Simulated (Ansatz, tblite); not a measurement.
# Cyclo-(PH)3 (P₃H₃): removing an electron

Aim: the energy of removing an electron for cyclo-(PH)3 (P₃H₃), by energy differences, and how well orbital energies stand in for it.

Program: Ansatz 0.2.0, Gaussian basis. Level of theory: as each input shows. These are calculated values, not measurements.

Plan: charge +1 doublet, at the geometry of the singlet (PBE0-D4/def2-TZVP, PBE-D4/def2-TZVP, r2SCAN-D4/def2-TZVP, CCSD(T)/def2-TZVPP); charge +1 doublet, relaxed (PBE0-D4/def2-TZVP, PBE-D4/def2-TZVP); the starting singlet's energies come from earlier runs.

### 1 The geometry

The singlet was relaxed beforehand with PBE0-D4/def2-TZVP.

6 atoms, charge 0, spin multiplicity 1.

Atoms are counted from 1 here; the program's logs count them from 0.

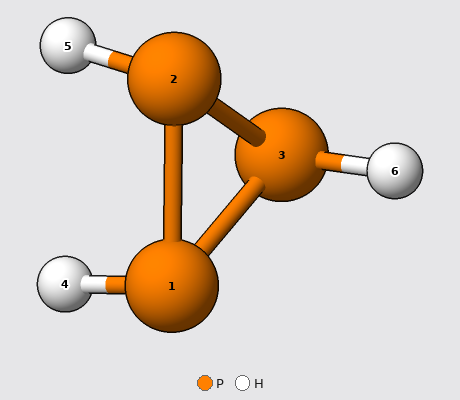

The geometry (phosphorus orange, hydrogen white); atoms are numbered from 1 in the order of the file.

### 2 Charge +1 doublet at the fixed geometry, PBE0-D4/def2-TZVP

The input, in.yaml:

```yaml
crystal:
  periodic: [false, false, false]
  atoms:
    - {symbol: P, position_ang: [1.098082, -0.434487, 0.565189]}
    - {symbol: P, position_ang: [-0.149704, 1.300049, -0.038218]}
    - {symbol: P, position_ang: [-0.450665, -0.665940, -0.982360]}
    - {symbol: H, position_ang: [0.244956, -0.908139, 1.598384]}
    - {symbol: H, position_ang: [-1.195442, 1.094144, 0.901834]}
    - {symbol: H, position_ang: [0.452783, -0.385637, -2.044839]}
basis:
  gaussian: {orbitals: def2-TZVP}
total_charge: 1
magnetization: {spin_polarized: true, initial_magnetization: 1}
hamiltonian: {xc: pbe0, dispersion: d4}
output: {orbitals: {seedname: orbitals}}
```

Command:

```console
ansatz run in.yaml --threads 2 --pin off --events-out ev --progress --plain --max-ram 4352MiB
```

The log of the run:

```text
Functional definition: PBE0
  name "PBE0"
  cite "Adamo & Barone, J. Chem. Phys. 110, 6158 (1999) doi:10.1063/1.478522"
  cite "Perdew, Burke & Ernzerhof, Phys. Rev. Lett. 77, 3865 (1996) doi:10.1103/PhysRevLett.77.3865"
  parent pbe
  parameter a = 0.25
  parameter kappa = 0.804
  parameter beta = 0.06672455060314922
  exchange = (1 - a)*pbe_x(kappa = kappa, mu = beta*pi^2/3) + a*exact_x
  correlation = pbe_c(beta = beta)
978 factors; their error is unknown
mean field evaluation 1: about -27893.5796 eV, gradient 2.1e1 eV
mean field evaluation 2: about -27892.9713 eV, gradient 2.4e1 eV
mean field evaluation 4: about -27896.1519 eV, gradient 1.7e0 eV
mean field evaluation 8: about -27896.1762 eV, gradient 9.7e-2 eV
mean field evaluation 16: about -27896.2008 eV, gradient 5.2e-4 eV
mean field evaluation 32: about -27896.2008 eV, gradient 3.7e-5 eV
mean field -27896.20084499 eV, -1025.1664723292 hartree, gradient 1.3e-5 eV, S^2 0.763650; 4 other end points of the search recorded, 0 dependent functions left out
reference -27896.20087003 eV, -1025.1664732496 hartree; 24, 23 occupied and 105, 106 virtual orbitals, 978 factors
Total energy: -27896.33737707 eV, -1025.1714897905 hartree
```

Wall time 10 s (2 threads of Arm Neoverse V2, shared host).

From the report: HOMO -13.48 eV, LUMO -11.49 eV (over both spins); ⟨S²⟩ 0.764 (pure: 0.75).

### 3 Charge +1 doublet at the fixed geometry, PBE-D4/def2-TZVP

start.molden holds the orbitals of an earlier run on this state, given as this run's starting guess.

Changes to in.yaml since step 2:

```diff
@@ -10,6 +10,7 @@
 basis:
-  gaussian: {orbitals: def2-TZVP}
+  gaussian: {orbitals: def2-TZVP, initial_orbitals: start.molden}
 total_charge: 1
 magnetization: {spin_polarized: true, initial_magnetization: 1}
-hamiltonian: {xc: pbe0, dispersion: d4}
+hamiltonian: {xc: pbe, dispersion: d4}
+scf: {omitted_lower_state_checks: [starts]}
 output: {orbitals: {seedname: orbitals}}
```

Launched as before.

The log of the run:

```text
Functional definition: PBE
  name "PBE"
  cite "Perdew, Burke & Ernzerhof, Phys. Rev. Lett. 77, 3865 (1996) doi:10.1103/PhysRevLett.77.3865"
  parent pbe
  parameter kappa = 0.804
  parameter beta = 0.06672455060314922
  exchange = pbe_x(kappa = kappa, mu = beta*pi^2/3)
  correlation = pbe_c(beta = beta)
these checks for a lower state are left out or cut short: starts
942 factors; their error is unknown
mean field evaluation 1: about -27893.9401 eV, gradient 8.2e0 eV
mean field evaluation 2: about -27894.0296 eV, gradient 1.5e-1 eV
mean field evaluation 4: about -27894.0241 eV, gradient 3.6e-3 eV
mean field -27894.02406524 eV, -1025.0864771490 hartree, gradient 1.1e-5 eV, S^2 0.755725; 0 other end points of the search recorded, 0 dependent functions left out
reference -27894.02409882 eV, -1025.0864783831 hartree; 24, 23 occupied and 105, 106 virtual orbitals, 942 factors
Total energy: -27894.18810339 eV, -1025.0925054399 hartree
Checks for a lower state left out: starts
```

Wall time 2.3 s (2 threads of Arm Neoverse V2, shared host).

From the report: HOMO -12.48 eV, LUMO -12.24 eV (over both spins); ⟨S²⟩ 0.756 (pure: 0.75).

### 4 Charge +1 doublet at the fixed geometry, r2SCAN-D4/def2-TZVP

Changes to in.yaml since step 3:

```diff
@@ -13,3 +13,3 @@
 magnetization: {spin_polarized: true, initial_magnetization: 1}
-hamiltonian: {xc: pbe, dispersion: d4}
+hamiltonian: {xc: r2scan, dispersion: d4}
 scf: {omitted_lower_state_checks: [starts]}
```

The command is unchanged.

The log of the run:

```text
Functional definition: r2SCAN
  name "r2SCAN"
  cite "Furness, Kaplan, Ning, Perdew & Sun, J. Phys. Chem. Lett. 11, 8208 (2020) doi:10.1021/acs.jpclett.0c02405"
  cite "Furness, Kaplan, Ning, Perdew & Sun, J. Phys. Chem. Lett. 11, 9248 (2020) doi:10.1021/acs.jpclett.0c03077"
  parent r2scan
  parameter k0 = 0.174
  parameter k1 = 0.065
  parameter a1 = 4.9479
  exchange = r2scan_x(k0 = k0, k1 = k1, a1 = a1)
  correlation = r2scan_c
these checks for a lower state are left out or cut short: starts
942 factors; their error is unknown
mean field evaluation 1: about -27904.6103 eV, gradient 5.8e0 eV
mean field evaluation 2: about -27904.6471 eV, gradient 7.1e-2 eV
mean field evaluation 4: about -27904.6369 eV, gradient 1.7e-3 eV
mean field evaluation 8: about -27904.6369 eV, gradient 2.9e-5 eV
mean field -27904.63691698 eV, -1025.4764922568 hartree, gradient 6.1e-6 eV, S^2 0.763187; 0 other end points of the search recorded, 0 dependent functions left out
reference -27904.63692908 eV, -1025.4764927016 hartree; 24, 23 occupied and 105, 106 virtual orbitals, 942 factors
Total energy: -27904.66997471 eV, -1025.4777071060 hartree
Checks for a lower state left out: starts
```

It took 12 s on 2 threads of Arm Neoverse V2, shared host.

From the report: HOMO -12.67 eV, LUMO -12.17 eV (over both spins); ⟨S²⟩ 0.763 (pure: 0.75).

### 5 Charge +1 doublet at the fixed geometry, CCSD(T)/def2-TZVPP

Changes to in.yaml since step 4:

```diff
@@ -10,7 +10,7 @@
 basis:
-  gaussian: {orbitals: def2-TZVP, initial_orbitals: start.molden}
+  gaussian: {orbitals: def2-TZVPP, initial_orbitals: start.molden}
 total_charge: 1
 magnetization: {spin_polarized: true, initial_magnetization: 1}
-hamiltonian: {xc: r2scan, dispersion: d4}
-scf: {omitted_lower_state_checks: [starts]}
+correlation: {method: ccsd_t}
+scf: {omitted_lower_state_checks: [starts, cluster_reference]}
 output: {orbitals: {seedname: orbitals}}
```

Launched as before.

The log of the run, shortened:

```text
Functional definition: HF
  name "HF"
  cite "Fock, Z. Phys. 61, 126 (1930) doi:10.1007/BF01340294"
  parent pbe
[...]
978 factors; integrals over basis functions are off by at most 6.2e-4 eV
[...]
mean field -27855.54242079 eV, -1023.6723027991 hartree, gradient 4.0e-6 eV, S^2 0.828008; 0 other end points of the search recorded, 0 dependent functions left out
15 core orbitals not correlated: weight in the atoms' cores, before any rotation towards them, 1.000 or more for the frozen orbitals, at most 0.000 for the correlated occupied ones
reference -27855.54242079 eV, -1023.6723027991 hartree; 9, 8 occupied and 144, 145 virtual orbitals, 978 factors
second order -11.33096196 eV of doubles, -0.00000000 eV of singles
cycle   1  -12.11159020 eV  change   -7.8e-1 eV  update   1.1e-1
[...]
cycle  24  -12.73443647 eV  change    6.3e-6 eV  update   6.6e-6
perturbative correction -0.75925024 eV, -0.0279019318 hartree
Total energy: -27869.03610750 eV, -1024.1681866396 hartree
Checks for a lower state left out: starts, cluster_reference
```

Run time: 81 s. Hardware: 2 threads of Arm Neoverse V2, shared host; peak memory 2.8 GiB.

From the report: Hartree-Fock HOMO -15.70 eV, LUMO -7.64 eV (over both spins); ⟨S²⟩ 0.828 (pure: 0.75); T1 0.065. Doubts: large T1 diagnostic.

### 6 Vertical ionisation energy

Charged state less starting state, singlet to doublet; the starting state's energies are those of its earlier runs.

```csv
level,vertical ionisation energy (eV),time
HF/def2-TZVPP†,+8.71,
PBE-D4/def2-TZVP,+9.36,3.5 s
r2SCAN-D4/def2-TZVP,+9.44,15 s
PBE0-D4/def2-TZVP,+9.50,12 s
MP2/def2-TZVPP†,+9.78,
CCSD/def2-TZVPP†,+9.53,
CCSD(T)/def2-TZVPP†,+9.54,96 s
```

Times add the two runs; a level without a time comes out of a correlated run. † marks a level with a doubtful state (flagged, unstable, out of aufbau order, or strongly spin-contaminated); such levels are left out of the summary. CCSD(T)/def2-TZVPP is no safe reference here (large T1 diagnostic).

Beside −ε(HOMO) of the starting state:

```csv
level,−ε(HOMO) (eV),by difference (eV),mismatch (eV)
PBE-D4/def2-TZVP,6.43,9.36,-2.93
r2SCAN-D4/def2-TZVP,6.66,9.44,-2.78
PBE0-D4/def2-TZVP,7.47,9.50,-2.04
```

### 7 Relaxing the charge +1 doublet

Changes to in.yaml since step 5:

```diff
@@ -10,7 +10,8 @@
 basis:
-  gaussian: {orbitals: def2-TZVPP, initial_orbitals: start.molden}
+  gaussian: {orbitals: def2-TZVP}
 total_charge: 1
 magnetization: {spin_polarized: true, initial_magnetization: 1}
-correlation: {method: ccsd_t}
-scf: {omitted_lower_state_checks: [starts, cluster_reference]}
+hamiltonian: {xc: pbe0, dispersion: d4}
+scf: {lower_state_search: "off"}
 output: {orbitals: {seedname: orbitals}}
+relax: {f_tol: 0.02, max_steps: 100}
```

The command is unchanged.

The log of the run, shortened:

```text
Functional definition: PBE0
  name "PBE0"
  cite "Adamo & Barone, J. Chem. Phys. 110, 6158 (1999) doi:10.1063/1.478522"
  cite "Perdew, Burke & Ernzerhof, Phys. Rev. Lett. 77, 3865 (1996) doi:10.1103/PhysRevLett.77.3865"
  parent pbe
[...]
978 factors; their error is unknown
[...]
mean field -27896.20084499 eV, -1025.1664723292 hartree, gradient 7.5e-6 eV, S^2 0.763650; 0 other end points of the search recorded, 0 dependent functions left out
[...]
reference -27896.20087003 eV, -1025.1664732496 hartree; 24, 23 occupied and 105, 106 virtual orbitals, 978 factors
relax step   1: F+E_penalty+E_count = -27896.33735202 eV  Δ(F+E_penalty+E_count) = +0.000e0 eV  max|allowed force component| = 1.411e0 eV/Å  Δτ_max = 0.0000 Å  (24 SCF iters, accepted)
[...]
relax step   6: F+E_penalty+E_count = -27896.66182738 eV  Δ(F+E_penalty+E_count) = -6.413e-4 eV  max|allowed force component| = 1.364e-2 eV/Å  Δτ_max = 0.0057 Å  (16 SCF iters, accepted)
Total energy: -27896.66185257 eV, -1025.1834140453 hartree
Atom 0 at     0.977553    -0.469264     0.523522 Å, force    -0.008163     0.009289     0.007093 eV/Å
Atom 1 at    -0.211907     1.184193    -0.051680 Å, force     0.002985    -0.006198     0.012482 eV/Å
Atom 2 at    -0.475238    -0.741069    -1.147504 Å, force     0.010591     0.002871    -0.013636 eV/Å
Atom 3 at     0.328735    -0.862165     1.722224 Å, force     0.004611    -0.001496    -0.002769 eV/Å
Atom 4 at    -1.162044     1.210153     1.001310 Å, force     0.001231     0.003201    -0.004403 eV/Å
Atom 5 at     0.542910    -0.321858    -2.047882 Å, force    -0.011256    -0.007667     0.001233 eV/Å
Dipole moment:    -0.037162     0.037215     0.183831 e Å
Checks for a lower state left out: stability, starts, cluster_reference, orbital_swaps, neighbouring_geometries, increment
```

Wall time 14 s (2 threads of Arm Neoverse V2, shared host).

Step by step: (the energy doesn't fall at every step)

```csv
step,energy from step 1 (eV),largest force component (eV/Å)
1,0.0000,1.4110
2,-0.2558,0.5483
3,-0.3195,0.2213
4,-0.3238,0.0774
5,-0.3224,0.0917
6,-0.3245,0.0136
```

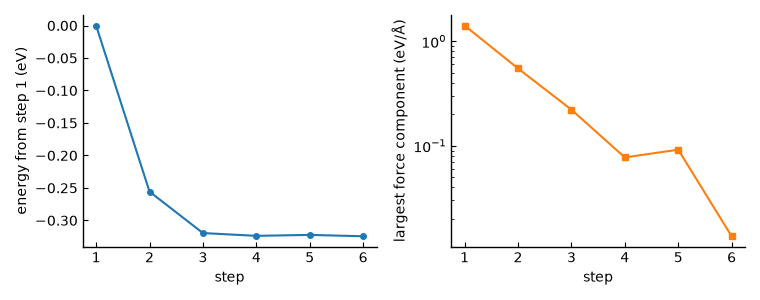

Energy and largest force along the relaxation.

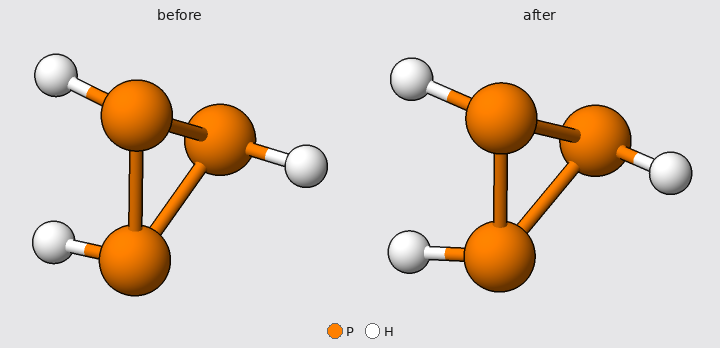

The geometry before (left) and after (right).

Distances of close pairs at the start and the end, largest changes first:

```csv
bond,before (Å),after (Å),change (Å)
P1–P2,2.220,2.117,-0.104
P2–P3,2.202,2.231,+0.029
P1–P3,2.202,2.231,+0.029
P2–H5,1.421,1.419,-0.003
P1–H4,1.421,1.419,-0.003
P3–H6,1.423,1.422,-0.000
```

### 8 Charge +1 doublet, PBE0-D4/def2-TZVP

The input, in.yaml:

```yaml
crystal:
  periodic: [false, false, false]
  atoms:
    - {symbol: P, position_ang: [0.977553, -0.469264, 0.523522]}
    - {symbol: P, position_ang: [-0.211907, 1.184193, -0.051680]}
    - {symbol: P, position_ang: [-0.475238, -0.741069, -1.147504]}
    - {symbol: H, position_ang: [0.328735, -0.862165, 1.722224]}
    - {symbol: H, position_ang: [-1.162044, 1.210153, 1.001310]}
    - {symbol: H, position_ang: [0.542910, -0.321858, -2.047882]}
basis:
  gaussian: {orbitals: def2-TZVP, initial_orbitals: start.molden}
total_charge: 1
magnetization: {spin_polarized: true, initial_magnetization: 1}
hamiltonian: {xc: pbe0, dispersion: d4}
scf: {omitted_lower_state_checks: [starts]}
output: {orbitals: {seedname: orbitals}}
```

Launched as before.

The log of the run:

```text
Functional definition: PBE0
  name "PBE0"
  cite "Adamo & Barone, J. Chem. Phys. 110, 6158 (1999) doi:10.1063/1.478522"
  cite "Perdew, Burke & Ernzerhof, Phys. Rev. Lett. 77, 3865 (1996) doi:10.1103/PhysRevLett.77.3865"
  parent pbe
  parameter a = 0.25
  parameter kappa = 0.804
  parameter beta = 0.06672455060314922
  exchange = (1 - a)*pbe_x(kappa = kappa, mu = beta*pi^2/3) + a*exact_x
  correlation = pbe_c(beta = beta)
these checks for a lower state are left out or cut short: starts
978 factors; their error is unknown
mean field evaluation 1: about -27896.5000 eV, gradient 5.5e-2 eV
mean field evaluation 2: about -27896.5260 eV, gradient 7.0e-5 eV
mean field evaluation 4: about -27896.5260 eV, gradient 1.5e-5 eV
mean field -27896.52600262 eV, -1025.1784216518 hartree, gradient 1.0e-5 eV, S^2 0.762679; 0 other end points of the search recorded, 0 dependent functions left out
reference -27896.52602776 eV, -1025.1784225756 hartree; 24, 23 occupied and 105, 106 virtual orbitals, 978 factors
Total energy: -27896.66185518 eV, -1025.1834141413 hartree
Checks for a lower state left out: starts
```

It took 2 s on 2 threads of Arm Neoverse V2, shared host.

From the report: HOMO -13.51 eV, LUMO -10.81 eV (over both spins); ⟨S²⟩ 0.763 (pure: 0.75).

### 9 Charge +1 doublet, PBE-D4/def2-TZVP

Changes to in.yaml since step 8:

```diff
@@ -13,3 +13,3 @@
 magnetization: {spin_polarized: true, initial_magnetization: 1}
-hamiltonian: {xc: pbe0, dispersion: d4}
+hamiltonian: {xc: pbe, dispersion: d4}
 scf: {omitted_lower_state_checks: [starts]}
```

The command is unchanged.

The log of the run:

```text
Functional definition: PBE
  name "PBE"
  cite "Perdew, Burke & Ernzerhof, Phys. Rev. Lett. 77, 3865 (1996) doi:10.1103/PhysRevLett.77.3865"
  parent pbe
  parameter kappa = 0.804
  parameter beta = 0.06672455060314922
  exchange = pbe_x(kappa = kappa, mu = beta*pi^2/3)
  correlation = pbe_c(beta = beta)
these checks for a lower state are left out or cut short: starts
942 factors; their error is unknown
mean field evaluation 1: about -27894.2414 eV, gradient 8.2e0 eV
mean field evaluation 2: about -27894.3293 eV, gradient 1.5e-1 eV
mean field evaluation 4: about -27894.3214 eV, gradient 1.0e-3 eV
mean field evaluation 8: about -27894.3214 eV, gradient 9.7e-6 eV
mean field -27894.32142328 eV, -1025.0974048554 hartree, gradient 9.7e-6 eV, S^2 0.755425; 0 other end points of the search recorded, 0 dependent functions left out
reference -27894.32145692 eV, -1025.0974060916 hartree; 24, 23 occupied and 105, 106 virtual orbitals, 942 factors
Total energy: -27894.48450164 eV, -1025.1033978745 hartree
Checks for a lower state left out: starts
```

It took 2 s on 2 threads of Arm Neoverse V2, shared host.

From the report: HOMO -12.43 eV, LUMO -11.58 eV (over both spins); ⟨S²⟩ 0.755 (pure: 0.75).

### 10 Fields of the charge +1 doublet

The fields below are evaluated on a grid from the run's orbitals.

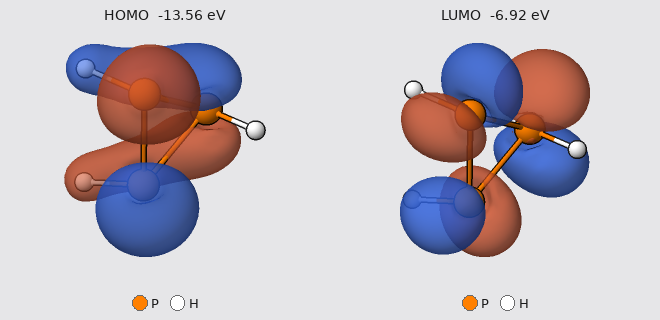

Frontier orbitals at PBE0-D4/def2-TZVP (alpha spin); each surface holds 70 % of the orbital's density, blue and red mark the sign.

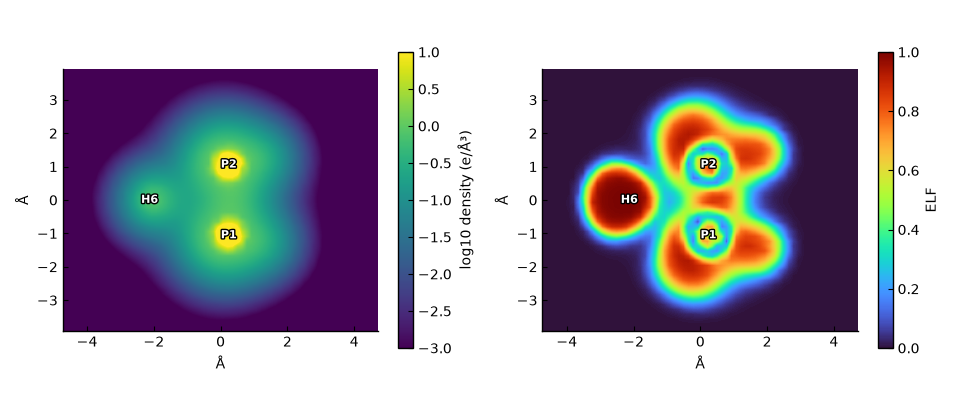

Density (left) and ELF (right) in a plane through or near 3 of the atoms.

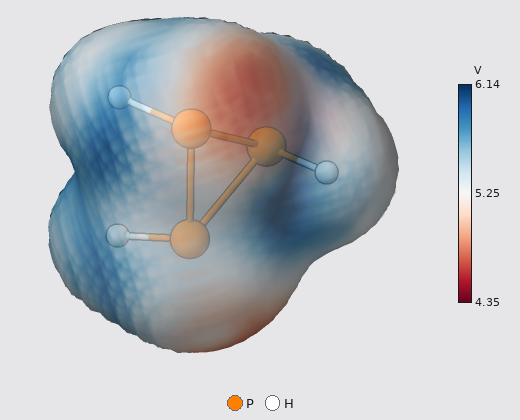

Electrostatic potential on the surface of density 0.002 e/bohr³; red is low, blue high. It runs, from the 1st to the 99th percentile, from 4.35 V near P3 to 6.14 V near H5.

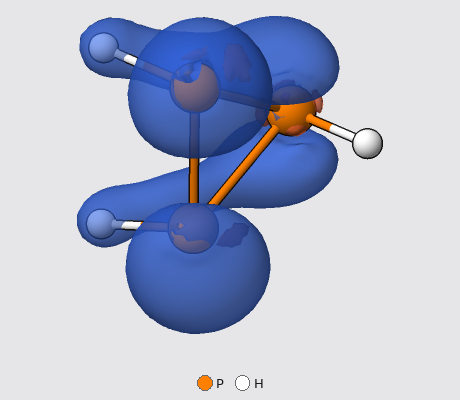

Spin density at ±0.03 e/Å³ (alpha excess blue, beta excess red).

### 11 Adiabatic ionisation energy

Charged state less starting state, singlet to doublet; the starting state's energies are those of its earlier runs.

```csv
level,adiabatic ionisation energy (eV),time
PBE-D4/def2-TZVP,+9.06,3.2 s
PBE0-D4/def2-TZVP,+9.18,3.6 s
```

Times add the two runs; a level without a time comes out of a correlated run.

### 12 Results

| quantity | value |
| --- | --- |
| vertical ionisation energy, functionals in def2-TZVP | 9.36 (PBE-D4) to 9.50 eV (PBE0-D4) |
| adiabatic ionisation energy, functionals in def2-TZVP | 9.06 (PBE-D4) to 9.18 eV (PBE0-D4) |
| relaxation of the cation side, PBE-D4/def2-TZVP | 0.30 eV |

In words: The vertical ionisation energy spans 9.36 to 9.50 eV over the functionals. −ε(HOMO) misses the level's own difference by -2.04 eV at best (PBE0-D4) and -2.93 eV at worst (PBE-D4). The adiabatic ionisation energy spans 9.06 to 9.18 eV over the functionals. Relaxing the oxidised state gains 0.30 eV at PBE-D4/def2-TZVP.
